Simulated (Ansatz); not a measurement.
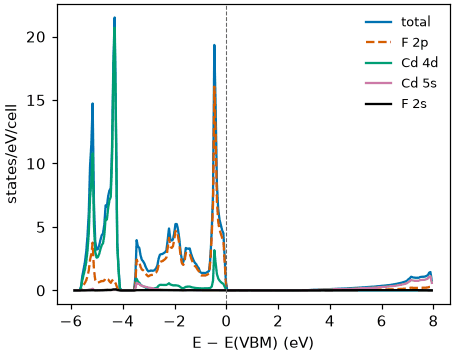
Figure. Total and projected density of states of CdF2 (fluorite, Fm-3m), DFT-PBEsol in the program Ansatz with PAW potentials

Problem. Which orbitals carry the states next to the gap?

Solution. Top 1 eV of the valence band: F 2p 86 %, Cd 4d 13 %. Bottom 1 eV of the conduction band: Cd 5s 75 %, F 2s 15 %, F 2p 9 %. Projections are on Löwdin-orthogonalised atomic valence shells; empty p or d shells of many metals are not among them.

Problem. Where is the tallest occupied peak in this window, and what makes it?

Solution. Near -4.3 eV, about 22 states/eV per cell; the largest projected share is Cd 4d.

The PBEsol relaxation kept the symmetry of its start. Spin–orbit coupling is left out wherever it is not named.

Potentials: the earlier of the program's two PAW sets. The files were generated under PBE; for other functionals the program regenerates the frozen cores, and for LDA and PBEsol the local potential too.
